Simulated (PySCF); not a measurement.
SMILES OB(O)CS, singlet at its B3LYP/def2-SVP optimised geometry (Å):

```
10

O      1.4113     0.8942     0.0000
B      0.0503     0.8942     0.0000
O     -0.6238     2.0756     0.0000
C     -0.7981    -0.4537    -0.0471
S      0.1690    -1.8628     0.6452
H      1.7625    -0.0110     0.0125
H     -0.0233     2.8336    -0.0100
H     -1.7625    -0.3501     0.4719
H     -1.0196    -0.6618    -1.1072
H     -0.2640    -2.8336    -0.1910
```

Calculation: B3LYP/def2-TZVP (PySCF). Cells within 0.4 Å of a nucleus heavier than hydrogen are left out (blank, or x).

Map of the deformation density (molecule minus spherical neutral atoms) (e/bohr³) on the plane z = 0.6 Å:

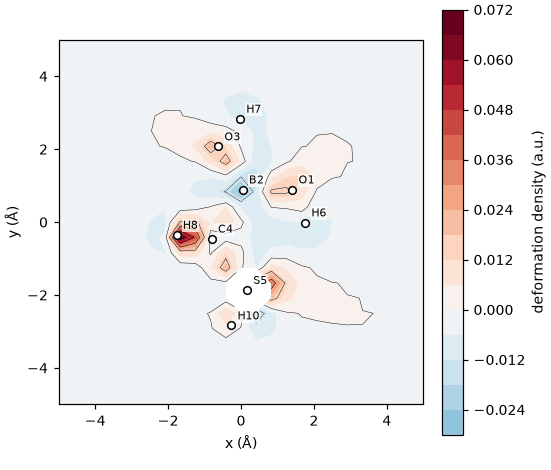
Figure. Deformation density (molecule minus spherical neutral atoms) (e/bohr³) on the plane z = 0.6 Å.
